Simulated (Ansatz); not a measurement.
# AlF₂ (doublet): the correlation ladder at angle F2–Al1–F3 = 84.2°, cc-pVDZ

Aim: climb from Hartree-Fock through coupled cluster and multireference methods for AlF₂ (doublet) at one geometry and basis, and see what each rung misses.

Computed with Ansatz 0.2.0, Gaussian basis. Level: cc-pVDZ, core rule «outside noble gas», up to 7 orbitals frozen.

Plan: UHF; CCSD(T) on ROHF; CCSD(T) on UHF; BCCD(T) on ROHF; CISD; CCSDT(Q) on ROHF; CCSDT(Q) on UHF; CASSCF and MRCISD+Q, 3 electrons in 3 orbitals; CASSCF and NEVPT2, 3 electrons in 3 orbitals.

32 further runs of the same task are left out: 16 for a known fault of the program, 2 for a mislabelled method, 13 that didn't finish, 1 set aside as unsound or not needed.

## 1. The system

The geometry derives from a PBE0/def2-TZVP stationary point (not a proven minimum). One angle is set to the value named; bond lengths are kept.

3 atoms, charge 0, spin multiplicity 2.

Atoms are counted from 1 here; the program's logs count them from 0.

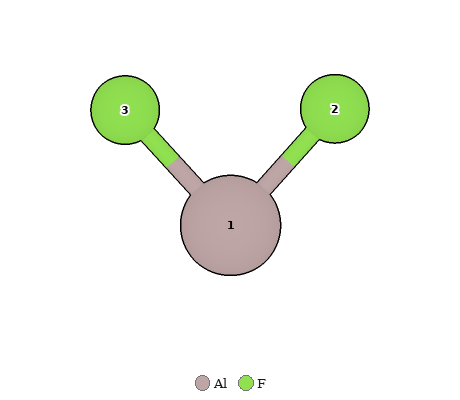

The geometry (aluminium light grey, fluorine green); atoms are numbered from 1 in the order of the file.

In the tables R marks a restricted open-shell determinant and U an unrestricted one; 'pair' is the active space of 3 electrons in 3 orbitals; energies count from the table's Hartree-Fock row.

## 2. UHF

in.yaml reads:

```yaml
crystal:
  periodic: [false, false, false]
  atoms:
    - {symbol: Al, position_ang: [0.000000, -0.714390, 0.000000]}
    - {symbol: F, position_ang: [0.000000, 0.507289, -1.103871]}
    - {symbol: F, position_ang: [0.000000, 0.507289, 1.103871]}
basis:
  gaussian: {orbitals: cc-pVDZ}
magnetization: {spin_polarized: true, initial_magnetization: 1}
hamiltonian: {xc: hf}
output: {orbitals: {seedname: orbitals}}
```

Command:

```console
> ansatz run in.yaml --threads 1 --pin off --events-out ev --progress --plain --max-ram 2393MiB
```

What it wrote:

```text
Functional definition: HF
  name "HF"
  cite "Fock, Z. Phys. 61, 126 (1930) doi:10.1007/BF01340294"
  parent pbe
  exchange = exact_x
  correlation = 0
441 factors; integrals over basis functions are off by at most 4.0e-4 eV
mean field evaluation 1: about -11993.4506 eV, gradient 2.8e1 eV
mean field evaluation 2: about -11993.5058 eV, gradient 2.9e1 eV
mean field evaluation 4: about -11996.8687 eV, gradient 1.8e0 eV
mean field evaluation 8: about -11996.9510 eV, gradient 2.4e-1 eV
mean field evaluation 16: about -11996.9521 eV, gradient 2.0e-5 eV
mean field -11996.95208360 eV, -440.8798572461 hartree, gradient 1.2e-5 eV, S^2 0.751336; 0 other end points of the search recorded, 0 dependent functions left out
reference -11996.95208360 eV, -440.8798572461 hartree; 16, 15 occupied and 30, 31 virtual orbitals, 441 factors
Total energy: -11996.95208360 eV, -440.8798572461 hartree
```

Wall time 0.57 s (1 thread of Arm Neoverse N1, shared host).

From the report: ⟨S²⟩ of the determinant 0.751 (pure doublet: 0.75).

## 3. CCSD(T) on ROHF

Changes to in.yaml since step 2:

```diff
@@ -8,4 +8,4 @@
   gaussian: {orbitals: cc-pVDZ}
-magnetization: {spin_polarized: true, initial_magnetization: 1}
-hamiltonian: {xc: hf}
-output: {orbitals: {seedname: orbitals}}
+magnetization: {spin_polarized: false, initial_magnetization: 1}
+correlation: {method: ccsd_t, electrons: outside_noble_gas}
+output: {forces: true}
```

Launched as before.

What it wrote (excerpt; [...] marks lines left out):

```text
Functional definition: HF
  name "HF"
  cite "Fock, Z. Phys. 61, 126 (1930) doi:10.1007/BF01340294"
  parent pbe
[...]
441 factors; integrals over basis functions are off by at most 4.0e-4 eV
[...]
mean field -11996.94039701 eV, -440.8794277718 hartree, gradient 9.1e-7 eV, S^2 0.750000; 0 other end points of the search recorded, 0 dependent functions left out
7 core orbitals not correlated: weight in the atoms' cores, before any rotation towards them, 1.000 or more for the frozen orbitals, at most 0.000 for the correlated occupied ones
reference -11996.94039701 eV, -440.8794277718 hartree; 9, 8 occupied and 30, 31 virtual orbitals, 441 factors
second order -11.33601676 eV of doubles, -0.00656867 eV of singles
cycle   1  -11.13340959 eV  change    2.1e-1 eV  update   9.0e-2
[...]
cycle  12  -11.44413341 eV  change   -3.2e-6 eV  update   2.6e-6
perturbative correction -0.18129944 eV, -0.0066626315 hartree
[...]
Total energy: -12008.56582985 eV, -441.3066545489 hartree
Atom 0 at     0.000000    -0.714390     0.000000 Å, force    -0.000000    -0.506051     0.000000 eV/Å
Atom 1 at     0.000000     0.507289    -1.103871 Å, force     0.000000     0.253025    -3.566323 eV/Å
Atom 2 at     0.000000     0.507289     1.103871 Å, force    -0.000000     0.253025     3.566323 eV/Å
Dipole moment:     0.000000    -0.854433     0.000000 e Å
```

Run time: 10 s. Hardware: 1 thread of Arm Neoverse N1, shared host.

From the report: correlation -11.6254 eV; T1 0.019; largest double amplitude 0.02.

## 4. CCSD(T) on UHF

Changes to in.yaml since step 3:

```diff
@@ -8,3 +8,3 @@
   gaussian: {orbitals: cc-pVDZ}
-magnetization: {spin_polarized: false, initial_magnetization: 1}
+magnetization: {spin_polarized: true, initial_magnetization: 1}
 correlation: {method: ccsd_t, electrons: outside_noble_gas}
```

Launched as before.

What it wrote (excerpt; [...] marks lines left out):

```text
Functional definition: HF
  name "HF"
  cite "Fock, Z. Phys. 61, 126 (1930) doi:10.1007/BF01340294"
  parent pbe
[...]
441 factors; integrals over basis functions are off by at most 4.0e-4 eV
[...]
mean field -11996.95208360 eV, -440.8798572461 hartree, gradient 4.3e-6 eV, S^2 0.751336; 0 other end points of the search recorded, 0 dependent functions left out
7 core orbitals not correlated: weight in the atoms' cores, before any rotation towards them, 1.000 or more for the frozen orbitals, at most 0.000 for the correlated occupied ones
reference -11996.95208360 eV, -440.8798572461 hartree; 9, 8 occupied and 30, 31 virtual orbitals, 441 factors
second order -11.33688460 eV of doubles, -0.00000000 eV of singles
cycle   1  -11.12558745 eV  change    2.1e-1 eV  update   9.0e-2
[...]
cycle  12  -11.43277225 eV  change   -3.0e-6 eV  update   2.4e-6
perturbative correction -0.18158218 eV, -0.0066730219 hartree
[...]
Total energy: -12008.56643803 eV, -441.3066768989 hartree
Atom 0 at     0.000000    -0.714390     0.000000 Å, force     0.000000    -0.506167    -0.000000 eV/Å
Atom 1 at     0.000000     0.507289    -1.103871 Å, force    -0.000000     0.253083    -3.566371 eV/Å
Atom 2 at     0.000000     0.507289     1.103871 Å, force     0.000000     0.253083     3.566371 eV/Å
Dipole moment:    -0.000000    -0.854558    -0.000000 e Å
```

Run time: 9.5 s. Hardware: 1 thread of Arm Neoverse N1, shared host.

From the report: ⟨S²⟩ of the determinant 0.751 (pure doublet: 0.75); correlation -11.6144 eV; T1 0.018; largest double amplitude 0.02.

## 5. BCCD(T) on ROHF

Changes to in.yaml since step 4:

```diff
@@ -8,4 +8,3 @@
   gaussian: {orbitals: cc-pVDZ}
-magnetization: {spin_polarized: true, initial_magnetization: 1}
-correlation: {method: ccsd_t, electrons: outside_noble_gas}
-output: {forces: true}
+magnetization: {spin_polarized: false, initial_magnetization: 1}
+correlation: {method: bccd_t, electrons: outside_noble_gas}
```

The command is unchanged.

What it wrote (excerpt; [...] marks lines left out):

```text
Functional definition: HF
  name "HF"
  cite "Fock, Z. Phys. 61, 126 (1930) doi:10.1007/BF01340294"
  parent pbe
[...]
441 factors; integrals over basis functions are off by at most 4.0e-4 eV
[...]
mean field -11996.94039701 eV, -440.8794277718 hartree, gradient 9.1e-7 eV, S^2 0.750000; 0 other end points of the search recorded, 0 dependent functions left out
7 core orbitals not correlated: weight in the atoms' cores, before any rotation towards them, 1.000 or more for the frozen orbitals, at most 0.000 for the correlated occupied ones
reference -11996.94039701 eV, -440.8794277718 hartree; 9, 8 occupied and 30, 31 virtual orbitals, 441 factors
second order -11.33601676 eV of doubles, -0.00656867 eV of singles
cycle   1  -11.12399751 eV  change    2.2e-1 eV  update   9.0e-2
[...]
cycle  10  -11.40560391 eV  change   -7.0e-6 eV  update   1.8e-5
perturbative correction -0.22603305 eV, -0.0083065614 hartree
Total energy: -12008.57203397 eV, -441.3068825459 hartree
```

Run time: 2.8 s. Hardware: 1 thread of Arm Neoverse N1, shared host.

From the report: correlation -11.6316 eV; largest double amplitude 0.02.

## 6. CISD

Changes to in.yaml since step 5:

```diff
@@ -9,2 +9,2 @@
 magnetization: {spin_polarized: false, initial_magnetization: 1}
-correlation: {method: bccd_t, electrons: outside_noble_gas}
+correlation: {active_space: {ras: {orbitals: [8, 1, 30], electrons: 17, max_holes: 2, max_particles: 2}, fixed_orbitals: true}}
```

The command is unchanged.

What it wrote:

```text
Functional definition: HF
  name "HF"
  cite "Fock, Z. Phys. 61, 126 (1930) doi:10.1007/BF01340294"
  parent pbe
  exchange = exact_x
  correlation = 0
441 factors; integrals over basis functions are off by at most 4.0e-4 eV
mean field evaluation 1: about -11993.4674 eV, gradient 3.9e1 eV
mean field evaluation 2: about -11993.5200 eV, gradient 4.0e1 eV
mean field evaluation 4: about -11996.8932 eV, gradient 1.4e0 eV
mean field evaluation 8: about -11996.9396 eV, gradient 3.1e-1 eV
mean field evaluation 16: about -11996.9404 eV, gradient 9.1e-7 eV
mean field -11996.94039701 eV, -440.8794277718 hartree, gradient 9.1e-7 eV, S^2 0.750000; 0 other end points of the search recorded, 0 dependent functions left out
reference -11996.94039701 eV, -440.8794277718 hartree; 16, 15 occupied and 30, 31 virtual orbitals, 441 factors
state -12007.54414401 eV, -441.2691082865 hartree
Total energy: -12007.54414401 eV, -441.2691082865 hartree
```

It took 9.5 s on 1 thread of Arm Neoverse N1, shared host.

From the report: 38,254 determinants.

## 7. CCSDT(Q) on ROHF

Changes to in.yaml since step 6:

```diff
@@ -9,2 +9,2 @@
 magnetization: {spin_polarized: false, initial_magnetization: 1}
-correlation: {active_space: {ras: {orbitals: [8, 1, 30], electrons: 17, max_holes: 2, max_particles: 2}, fixed_orbitals: true}}
+correlation: {method: ccsdt_q, electrons: outside_noble_gas}
```

Launched as before.

What it wrote (excerpt; [...] marks lines left out):

```text
Functional definition: HF
  name "HF"
  cite "Fock, Z. Phys. 61, 126 (1930) doi:10.1007/BF01340294"
  parent pbe
[...]
817 factors; integrals over basis functions are off by at most 8.7e-8 eV
[...]
mean field -11996.94075112 eV, -440.8794407853 hartree, gradient 9.0e-7 eV, S^2 0.750000; 0 other end points of the search recorded, 0 dependent functions left out
7 core orbitals not correlated: weight in the atoms' cores, before any rotation towards them, 1.000 or more for the frozen orbitals, at most 0.000 for the correlated occupied ones
reference -11996.94075112 eV, -440.8794407853 hartree; 9, 8 occupied and 30, 31 virtual orbitals, 817 factors
second order -11.33604870 eV of doubles, -0.00656863 eV of singles
cycle   1  -11.13342680 eV  change    2.1e-1 eV  update   9.9e-2
[...]
cycle  17  -11.63849334 eV  change   -1.0e-7 eV  update   1.4e-6
perturbative correction -0.02272579 eV, -0.0008351575 hartree
Total energy: -12008.60197026 eV, -441.3079826842 hartree
```

It took 1.7 min on 1 thread of Arm Neoverse N1, shared host; peak memory 0.71 GiB.

From the report: correlation -11.6612 eV; T1 0.019; largest double amplitude 0.02.

## 8. CCSDT(Q) on UHF

Changes to in.yaml since step 7:

```diff
@@ -8,3 +8,3 @@
   gaussian: {orbitals: cc-pVDZ}
-magnetization: {spin_polarized: false, initial_magnetization: 1}
+magnetization: {spin_polarized: true, initial_magnetization: 1}
 correlation: {method: ccsdt_q, electrons: outside_noble_gas}
```

Same command.

What it wrote (excerpt; [...] marks lines left out):

```text
Functional definition: HF
  name "HF"
  cite "Fock, Z. Phys. 61, 126 (1930) doi:10.1007/BF01340294"
  parent pbe
[...]
817 factors; integrals over basis functions are off by at most 8.7e-8 eV
[...]
mean field -11996.95243761 eV, -440.8798702559 hartree, gradient 3.7e-6 eV, S^2 0.751336; 0 other end points of the search recorded, 0 dependent functions left out
7 core orbitals not correlated: weight in the atoms' cores, before any rotation towards them, 1.000 or more for the frozen orbitals, at most 0.000 for the correlated occupied ones
reference -11996.95243761 eV, -440.8798702559 hartree; 9, 8 occupied and 30, 31 virtual orbitals, 817 factors
second order -11.33691659 eV of doubles, -0.00000000 eV of singles
cycle   1  -11.12560469 eV  change    2.1e-1 eV  update   9.8e-2
[...]
cycle  17  -11.62723788 eV  change    1.5e-8 eV  update   1.3e-6
perturbative correction -0.02760732 eV, -0.0010145502 hartree
Total energy: -12008.60728281 eV, -441.3081779169 hartree
```

It took 83 s on 1 thread of Arm Neoverse N1, shared host; peak memory 0.55 GiB.

From the report: ⟨S²⟩ of the determinant 0.751 (pure doublet: 0.75); correlation -11.6548 eV; T1 0.018; largest double amplitude 0.02.

## 9. CASSCF and MRCISD+Q, 3 electrons in 3 orbitals

Changes to in.yaml since step 8:

```diff
@@ -8,3 +8,3 @@
   gaussian: {orbitals: cc-pVDZ}
-magnetization: {spin_polarized: true, initial_magnetization: 1}
-correlation: {method: ccsdt_q, electrons: outside_noble_gas}
+magnetization: {spin_polarized: false, initial_magnetization: 1}
+correlation: {method: fic_mrcisd_q, electrons: outside_noble_gas, active_space: {window: {electrons: 3, orbitals: 3}}}
```

Launched as before.

What it wrote (excerpt; [...] marks lines left out):

```text
Functional definition: HF
  name "HF"
  cite "Fock, Z. Phys. 61, 126 (1930) doi:10.1007/BF01340294"
  parent pbe
[...]
441 factors; integrals over basis functions are off by at most 4.0e-4 eV
[...]
mean field -11996.94039701 eV, -440.8794277718 hartree, gradient 9.1e-7 eV, S^2 0.750000; 0 other end points of the search recorded, 0 dependent functions left out
reference -11996.94039701 eV, -440.8794277718 hartree; 16, 15 occupied and 30, 31 virtual orbitals, 441 factors
state -11997.38911013 eV, -440.8959176748 hartree
contracted CI cycle   1: correlation 0.00000000 eV, 0.0000000000 hartree, residual 4.13e1 eV
contracted CI cycle   2: correlation -9.91546784 eV, -0.3643867222 hartree, residual 5.99e0 eV
contracted CI cycle   3: correlation -10.20424175 eV, -0.3749989676 hartree, residual 1.46e0 eV
contracted CI cycle   4: correlation -10.22609778 eV, -0.3758021621 hartree, residual 4.26e-1 eV
contracted CI cycle   5: correlation -10.22818714 eV, -0.3758789444 hartree, residual 1.43e-1 eV
contracted CI cycle   6: correlation -10.22841905 eV, -0.3758874671 hartree, residual 5.28e-2 eV
contracted CI cycle   7: correlation -10.22845255 eV, -0.3758886980 hartree, residual 1.93e-2 eV
contracted CI cycle   8: correlation -10.22845667 eV, -0.3758888494 hartree, residual 7.31e-3 eV
contracted CI cycle   9: correlation -10.22845734 eV, -0.3758888740 hartree, residual 3.02e-3 eV
contracted CI cycle  10: correlation -10.22845745 eV, -0.3758888781 hartree, residual 1.16e-3 eV
state -11997.38911013 eV, -440.8959176748 hartree; corrected -12008.40868406 eV, -441.3008795476 hartree
Total energy: -12008.40868406 eV, -441.3008795476 hartree
```

Wall time 6 s (1 thread of Arm Neoverse N1, shared host).

From the report: 9 determinants; active occupations 1.99, 1.00, 0.01.

## 10. CASSCF and NEVPT2, 3 electrons in 3 orbitals

Changes to in.yaml since step 9:

```diff
@@ -9,2 +9,2 @@
 magnetization: {spin_polarized: false, initial_magnetization: 1}
-correlation: {method: fic_mrcisd_q, electrons: outside_noble_gas, active_space: {window: {electrons: 3, orbitals: 3}}}
+correlation: {method: sc_nevpt2, electrons: outside_noble_gas, active_space: {window: {electrons: 3, orbitals: 3}}}
```

Same command.

What it wrote:

```text
Functional definition: HF
  name "HF"
  cite "Fock, Z. Phys. 61, 126 (1930) doi:10.1007/BF01340294"
  parent pbe
  exchange = exact_x
  correlation = 0
441 factors; integrals over basis functions are off by at most 4.0e-4 eV
mean field evaluation 1: about -11993.4674 eV, gradient 3.9e1 eV
mean field evaluation 2: about -11993.5200 eV, gradient 4.0e1 eV
mean field evaluation 4: about -11996.8932 eV, gradient 1.4e0 eV
mean field evaluation 8: about -11996.9396 eV, gradient 3.1e-1 eV
mean field evaluation 16: about -11996.9404 eV, gradient 9.1e-7 eV
mean field -11996.94039701 eV, -440.8794277718 hartree, gradient 9.1e-7 eV, S^2 0.750000; 0 other end points of the search recorded, 0 dependent functions left out
reference -11996.94039701 eV, -440.8794277718 hartree; 16, 15 occupied and 30, 31 virtual orbitals, 441 factors
state -11997.38911013 eV, -440.8959176748 hartree
state -11997.38911013 eV, -440.8959176748 hartree; corrected -12008.24999497 eV, -441.2950478308 hartree
Total energy: -12008.24999497 eV, -441.2950478308 hartree
```

It took 5.5 s on 1 thread of Arm Neoverse N1, shared host.

From the report: 9 determinants; active occupations 1.99, 1.00, 0.01.

## 11. Misses and costs

The yardstick is UCCSDT(Q), where the cluster series has nearly closed. Rows without a time come out of other runs: HF, MP2 and CCSD of CCSD(T), CCSDT of CCSDT(Q), CASSCF and MRCISD of the multireference runs. The times of RCCSD(T), UCCSD(T) include forces.

Differences are taken before rounding.

| method | energy from the lowest RHF (meV) | from UCCSDT(Q) (meV) | time |
| --- | --- | --- | --- |
| RHF | 0.0 | +11666.9 |  |
| UHF | -11.7 | +11655.2 |  |
| RMP2 | -11342.6 | +324.3 |  |
| UMP2 | -11348.6 | +318.3 |  |
| CISD | -10603.7 | +1063.1 | 9.5 s |
| RCCSD | -11444.1 | +222.8 |  |
| UCCSD | -11444.5 | +222.4 |  |
| RCCSD(T) | -11625.4 | +41.5 | 10 s |
| UCCSD(T) | -11626.0 | +40.8 | 9.5 s |
| BCCD(T) | -11631.6 | +35.2 | 2.8 s |
| RCCSDT | -11638.8 | +28.0 |  |
| UCCSDT | -11639.3 | +27.6 |  |
| RCCSDT(Q) | -11661.6 | +5.3 | 1.7 min |
| UCCSDT(Q) | -11666.9 | 0 | 83 s |
| CASSCF pair | -448.7 | +11218.2 |  |
| NEVPT2 pair | -11309.6 | +357.3 | 5.5 s |
| MRCISD pair | -10677.2 | +989.7 |  |
| MRCISD+Q pair | -11468.3 | +198.6 | 6 s |

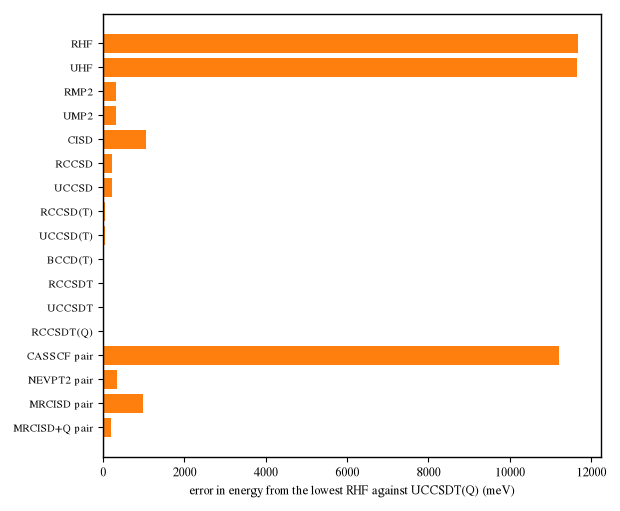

How far each level lands from UCCSDT(Q).

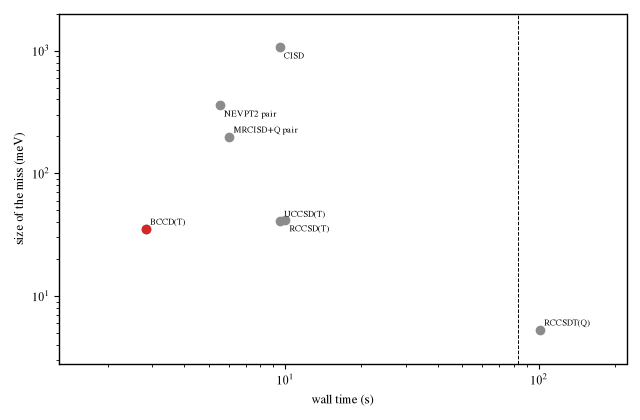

Accuracy for the time spent; red marks the levels that beat every quicker one drawn (of those quicker than the yardstick), and the dashed line is the time of UCCSDT(Q). Times are from a shared host.

## 12. Results

| quantity | value |
| --- | --- |
| UCCSDT(Q) below the RHF energy | -11.6669 eV |
| RMP2 from UCCSDT(Q) | +324.3 meV |
| UMP2 from UCCSDT(Q) | +318.3 meV |
| RCCSD from UCCSDT(Q) | +222.8 meV |
| RCCSD(T) from UCCSDT(Q) | +41.5 meV |
| UCCSD(T) from UCCSDT(Q) | +40.8 meV |
| RCCSDT(Q) from UCCSDT(Q) | +5.3 meV |
| NEVPT2 pair from UCCSDT(Q) | +357.3 meV |
| MRCISD+Q pair from UCCSDT(Q) | +198.6 meV |
| levels within 1 kcal/mol (43 meV) | RCCSD(T), UCCSD(T), BCCD(T), RCCSDT, UCCSDT, RCCSDT(Q) |
| T1 diagnostic | 0.019 |

What this shows: RCCSD(T) lands +41.5 meV from the yardstick (0.4 % of the correlation energy). Of the multireference levels listed MRCISD+Q pair comes nearest in total energy (+198.6 meV), which doesn't show that its space is the better one. These misses are within one basis, not against nature; the frozen cores of restricted and unrestricted runs differ, which can shift their rows.

For cost: BCCD(T) gets within 35.2 meV in 2.8 s, where UCCSDT(Q) took 83 s.
